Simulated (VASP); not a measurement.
Band structure of GaSb (zinc blende). These are AM05 GGA, VASP's PBE PAW potentials (set 64) (plane waves; VASP 6.6.1) values and carry that method's errors.

Unless said otherwise, spin-orbit coupling is left out, though it shifts the bands of the heavy elements here.

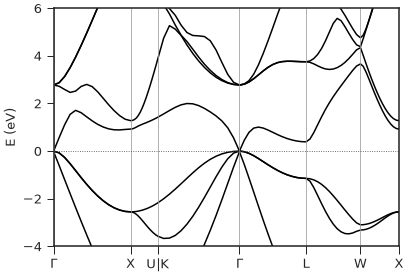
Bands along high-symmetry lines, zero at the valence-band maximum or, without a gap, the Fermi level

Task: Read the plot: is there a gap, and where are the band edges?

Result: It has no gap at this level: it comes out as a metal or semimetal. (Edges off the drawn lines would not show.)

The compound is GaSb in the zinc blende structure. It was relaxed first.
